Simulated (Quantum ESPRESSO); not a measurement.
**SiNi: which magnetic order is lowest**

Does SiNi prefer parallel or opposed moments?

Method: LDA; plane waves with GBRV 1.5 LDA potentials, no spin-orbit coupling, in Quantum ESPRESSO 7.5.

### 1. Set-up

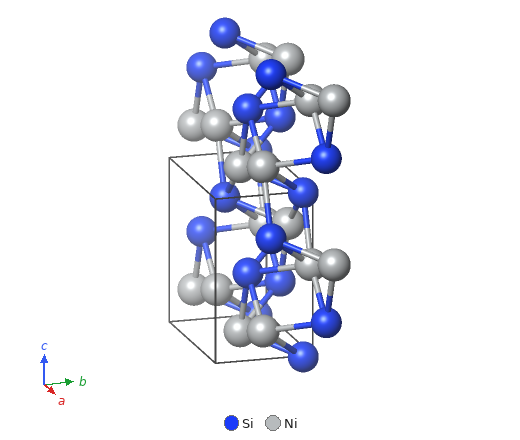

The starting structure, seen slightly off an axis (silicon blue, nickel light grey). 2×1×2 cells are drawn.

The cell comes from the Crystallography Open Database.

### 2. Run 1 (ferro ++++)

The signs are those of the starting moments on the seeded atoms, the atoms that are given a moment.

File pw.in:

```
&CONTROL
  calculation = 'scf'
  prefix = 'pwscf'
  outdir = './tmp'
  pseudo_dir = './pseudo'
  disk_io = 'nowf'
/
&SYSTEM
  ibrav = 0
  celldm(1) = 8
  nat = 8
  ntyp = 2
  ecutwfc = 40
  ecutrho = 280
  nbnd = 59
  occupations = 'smearing'
  smearing = 'fd'
  degauss = 0.00734986
  nspin = 2
  starting_magnetization(1) = 0
  starting_magnetization(2) = 0.0556
/
&ELECTRONS
  conv_thr = 1.6d-08
  electron_maxstep = 150
  mixing_beta = 0.3
/
ATOMIC_SPECIES
Si     28.0850 si_lda_v1.uspp.F.UPF
Ni     58.6934 ni_lda_v1.4.uspp.F.UPF
CELL_PARAMETERS alat
   1.2219677769127    0.0000000000000    0.0000000000000
   0.0000000000000    0.7885118470767    0.0000000000000
   0.0000000000000    0.0000000000000    1.3239657444894
ATOMIC_POSITIONS crystal
Si      0.3212800000    0.7500000000    0.0825000000
Si      0.1787200000    0.2500000000    0.5825000000
Si      0.8212800000    0.7500000000    0.4175000000
Si      0.6787200000    0.2500000000    0.9175000000
Ni      0.0077900000    0.2500000000    0.1875200000
Ni      0.4922100000    0.7500000000    0.6875200000
Ni      0.5077900000    0.2500000000    0.3124800000
Ni      0.9922100000    0.7500000000    0.8124800000
K_POINTS automatic
8 8 8 0 0 0
```

On the command line:

```sh
$ OMP_NUM_THREADS=1 mpirun -n 4 pw.x -nk 4 -in pw.in > pw.out
```

The program printed:

```text
Program PWSCF v.7.5 starts

     Message from routine setup:
     using ibrav=0 with symmetry is DISCOURAGED, use correct ibrav instead

     K-points division:     npool     =       4
     Subspace diagonalization in iterative solution of the eigenvalue problem:

     G-vector sticks info
     --------------------
     sticks:   dense  smooth     PW     G-vecs:    dense   smooth      PW
     Sum        1361     787    231                51577    22357    3769

     Using Slab Decomposition

     bravais-lattice index     =            0
     lattice parameter (alat)  =       8.0000  a.u.
     unit-cell volume          =     653.1526 (a.u.)^3
     number of atoms/cell      =            8
     number of atomic types    =            2
     number of electrons       =        88.00
     number of Kohn-Sham states=           59
     kinetic-energy cutoff     =      40.0000  Ry
     charge density cutoff     =     280.0000  Ry
     scf convergence threshold =      1.6E-08
     mixing beta               =       0.3000
     number of iterations used =            8  plain     mixing
     Exchange-correlation=  SLA  PZ   NOGX NOGC
                           (   1   1   0   0   0   0   0)

     celldm(1)=   8.000000  celldm(2)=   0.000000  celldm(3)=   0.000000
     celldm(4)=   0.000000  celldm(5)=   0.000000  celldm(6)=   0.000000

     crystal axes: (cart. coord. in units of alat)
               a(1) = (   1.221968   0.000000   0.000000 )
               a(2) = (   0.000000   0.788512   0.000000 )
               a(3) = (   0.000000   0.000000   1.323966 )

     reciprocal axes: (cart. coord. in units 2 pi/alat)
               b(1) = (  0.818352  0.000000  0.000000 )
               b(2) = (  0.000000  1.268212  0.000000 )
               b(3) = (  0.000000  0.000000  0.755307 )

     PseudoPot. # 1 for Si read from file:
     si_lda_v1.uspp.F.UPF
     Pseudo is Ultrasoft + core correction, Zval =  4.0
     Generated by new atomic code, or converted to UPF format
     Using radial grid of  899 points,  6 beta functions with:
                l(1) =   0
                l(2) =   0
                l(3) =   1
                l(4) =   1
                l(5) =   2
                l(6) =   2
     Q(r) pseudized with  8 coefficients,  rinner =    0.900   0.900   0.900
                                                       0.900   0.900

     PseudoPot. # 2 for Ni read from file:
     ni_lda_v1.4.uspp.F.UPF
     Pseudo is Ultrasoft + core correction, Zval = 18.0
     Generated by new atomic code, or converted to UPF format
     Using radial grid of  865 points,  6 beta functions with:
                l(1) =   0
                l(2) =   0
                l(3) =   1
                l(4) =   1
                l(5) =   2
                l(6) =   2
     Q(r) pseudized with 10 coefficients,  rinner =    0.980   0.980   0.980
                                                       0.980   0.980

     atomic species   valence    mass     pseudopotential
     Si                4.00    28.08500     Si( 1.00)
     Ni               18.00    58.69340     Ni( 1.00)

     Starting magnetic structure
     atomic species   magnetization
     Si              0.000
     Ni              0.056

      8 Sym. Ops., with inversion, found ( 6 have fractional translation)

   Cartesian axes

     site n.     atom                  positions (alat units)
         1        Si     tau(   1) = (   0.3925938   0.5913839   0.1092272  )
         2        Si     tau(   2) = (   0.2183901   0.1971280   0.7712100  )
         3        Si     tau(   3) = (   1.0035777   0.5913839   0.5527557  )
         4        Si     tau(   4) = (   0.8293740   0.1971280   1.2147386  )
         5        Ni     tau(   5) = (   0.0095191   0.1971280   0.2482701  )
         6        Ni     tau(   6) = (   0.6014648   0.5913839   0.9102529  )
         7        Ni     tau(   7) = (   0.6205030   0.1971280   0.4137128  )
         8        Ni     tau(   8) = (   1.2124486   0.5913839   1.0756957  )

     number of k points=   125  Fermi-Dirac smearing, width (Ry)=  0.0073

     Number of k-points >= 100: set verbosity='high' to print them.

     Dense  grid:    51577 G-vectors     FFT dimensions: (  54,  36,  60)

     Smooth grid:    22357 G-vectors     FFT dimensions: (  40,  30,  48)

     Check: negative core charge=   -0.000009
     Generating pointlists ...
     new r_m :   0.2219 (alat units)  1.7756 (a.u.) for type    1
     new r_m :   0.2219 (alat units)  1.7756 (a.u.) for type    2

     Initial potential from superposition of free atoms

     starting charge      79.9976, renormalised to      88.0000
     Starting wfcs are   68 randomized atomic wfcs

     Self-consistent Calculation

     iteration #  1     ecut=    40.00 Ry     beta= 0.30
     Davidson diagonalization with overlap
     ethr =  1.00E-02,  avg # of iterations =  6.8

     total energy              =   -1347.44612888 Ry
     estimated scf accuracy    <     213.54280185 Ry

     total magnetization       =     0.27 Bohr mag/cell
     absolute magnetization    =     0.34 Bohr mag/cell

     iteration #  2     ecut=    40.00 Ry     beta= 0.30
     Davidson diagonalization with overlap
     ethr =  1.00E-02,  avg # of iterations =  3.0

     total energy              =   -1410.01144157 Ry
     estimated scf accuracy    <      59.64348638 Ry

     total magnetization       =     0.10 Bohr mag/cell
     absolute magnetization    =     0.17 Bohr mag/cell

     iteration #  3     ecut=    40.00 Ry     beta= 0.30
     Davidson diagonalization with overlap
     ethr =  1.00E-02,  avg # of iterations =  2.0

     total energy              =   -1411.57510009 Ry
     estimated scf accuracy    <      10.52983198 Ry

     total magnetization       =     0.12 Bohr mag/cell
     absolute magnetization    =     0.33 Bohr mag/cell

     [... further iterations left out ...]

     iteration # 14     ecut=    40.00 Ry     beta= 0.30
     Davidson diagonalization with overlap
     ethr =  7.27E-08,  avg # of iterations =  2.1

     total energy              =   -1411.65575920 Ry
     estimated scf accuracy    <       0.00001012 Ry

     total magnetization       =    -0.00 Bohr mag/cell
     absolute magnetization    =     0.00 Bohr mag/cell

     iteration # 15     ecut=    40.00 Ry     beta= 0.30
     Davidson diagonalization with overlap
     ethr =  1.15E-08,  avg # of iterations =  2.7

     total energy              =   -1411.65576065 Ry
     estimated scf accuracy    <       0.00000075 Ry

     total magnetization       =    -0.00 Bohr mag/cell
     absolute magnetization    =     0.00 Bohr mag/cell

     iteration # 16     ecut=    40.00 Ry     beta= 0.30
     Davidson diagonalization with overlap
     ethr =  8.51E-10,  avg # of iterations =  4.2

     total energy              =   -1411.65576103 Ry
     estimated scf accuracy    <       0.00000051 Ry

     total magnetization       =    -0.00 Bohr mag/cell
     absolute magnetization    =     0.00 Bohr mag/cell

     iteration # 17     ecut=    40.00 Ry     beta= 0.30
     Davidson diagonalization with overlap
     ethr =  5.76E-10,  avg # of iterations =  1.8

     Magnetic moment per site  (integrated on atomic sphere of radius R)
     atom   1 (R=0.222)  charge=  1.6648  magn=  0.0000
     atom   2 (R=0.222)  charge=  1.6648  magn=  0.0000
     atom   3 (R=0.222)  charge=  1.6648  magn=  0.0000
     atom   4 (R=0.222)  charge=  1.6648  magn=  0.0000
     atom   5 (R=0.222)  charge= 16.3488  magn= -0.0000
     atom   6 (R=0.222)  charge= 16.3488  magn= -0.0000
     atom   7 (R=0.222)  charge= 16.3488  magn= -0.0000
     atom   8 (R=0.222)  charge= 16.3488  magn= -0.0000

     End of self-consistent calculation

     Number of k-points >= 100: set verbosity='high' to print the bands.

     the Fermi energy is    14.2584 ev

!    total energy              =   -1411.65576110 Ry
     estimated scf accuracy    <          7.9E-09 Ry
     smearing contrib. (-TS)   =      -0.00520034 Ry
     internal energy E=F+TS    =   -1411.65056076 Ry

     The total energy is F=E-TS. E is the sum of the following terms:
     one-electron contribution =   -1050.76945633 Ry
     hartree contribution      =     572.12258786 Ry
     xc contribution           =    -158.09899282 Ry
     ewald contribution        =    -774.90469947 Ry

     total magnetization       =    -0.00 Bohr mag/cell
     absolute magnetization    =     0.00 Bohr mag/cell

     convergence has been achieved in  17 iterations

=------------------------------------------------------------------------------=
   JOB DONE.
=------------------------------------------------------------------------------=
```

Run time: 5.5 min. Hardware: 4 MPI ranks of Arm Neoverse V2, shared host; peak memory 1.1 GiB.

The spin moment in the atom's sphere vanishes on all atoms.

Numbers from this step:

```
smearing term TS       : 0.07075 eV
magnetization          : 0 μB
absolute magnetization : 0 μB
final state            : non-magnetic
```

[end of part 1 of 2]

[Logs and program files are shortened in this print: banners, set-up blocks, solver, clock and traceback lines can be left out without a mark of their own.]

[Logs are printed without paths, hosts, clocks, repeated set-up lines and the standing remarks that a program may print on its own settings, such as how far it seeks lower states.]

[Hosts, paths, dates, database ids (printed as entryN), source tags and the programs' standing remarks are cut or masked in the printed files.]

[Where a cell is said to come from a database of computed structures, the database is the Materials Project.]
